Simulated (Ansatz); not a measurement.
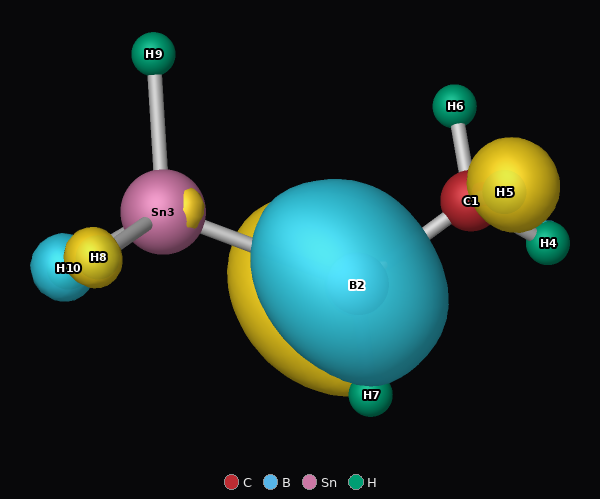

CH7BSn. One frontier orbital at ±0.15 Å⁻³ᐟ² (yellow and cyan are the two phases), seen across its widest extent.

Core potentials replace the inner electrons of Sn.

Level of theory: RKS r2SCAN-D4/def2-SVP in Ansatz.

Input file:

```
crystal:
  periodic: [false, false, false]
  atoms:
    - { symbol: C, position_ang: [-1.0861, 0.9369, -0.6813] }
    - { symbol: B, position_ang: [-0.2025, -0.3004, -0.7542] }
    - { symbol: Sn, position_ang: [1.0896, -0.8011, 0.9422] }
    - { symbol: H, position_ang: [-2.1197, 0.6795, -0.7995] }
    - { symbol: H, position_ang: [-0.8692, 1.6631, -1.5398] }
    - { symbol: H, position_ang: [-0.9988, 1.5209, 0.2745] }
    - { symbol: H, position_ang: [-0.1772, -0.9842, -1.7088] }
    - { symbol: H, position_ang: [2.828, -0.7877, 0.4151] }
    - { symbol: H, position_ang: [0.9168, 0.4076, 2.262] }
    - { symbol: H, position_ang: [0.7022, -2.3857, 1.5927] }
basis:
  gaussian: { orbitals: def2-SVP }
hamiltonian:
  xc: r2scan
  dispersion: d4
relax:
  f_tol: 0.02
  max_steps: 50
output:
  orbitals: {}
```

Command:

```sh
ansatz run input.yaml --threads 2 --pin off --max-ram 3072MiB --backend cpu --events-out ev --progress --plain --runs-dir out
```

The fields are those of the run's last geometry, not of the input's.

Q: Which orbital is it: HOMO or LUMO?

A: The LUMO, at −2.48 eV. It lies mainly on B2 (about 55 %), Sn3 (about 15 %), C1 (about 10 %) and H7 (about 5 %).
